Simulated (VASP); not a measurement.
Band structure of ZnF₂ (rutile). All values below come from SCAN meta-GGA, VASP's PBE PAW potentials (set 64) (plane waves; VASP).

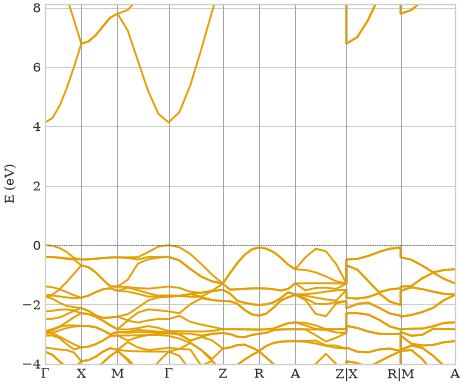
Fig. 1. Bands along high-symmetry lines, zero at the valence-band maximum or, without a gap, the Fermi level

### Question
Read the plot: is there a gap, and where are the band edges?

### Answer
The gap is direct, 4.13 eV, from the valence maximum at Γ to the conduction minimum at Γ.

Measured: gap 7.50 eV (computed value off by -3.37 eV), as given by Dominik Kurzydłowski et al., Inorganic Chemistry (2020), arXiv:1912.01850 [midpoint of the printed range].

The compound is ZnF2 in the rutile structure. It was relaxed first.
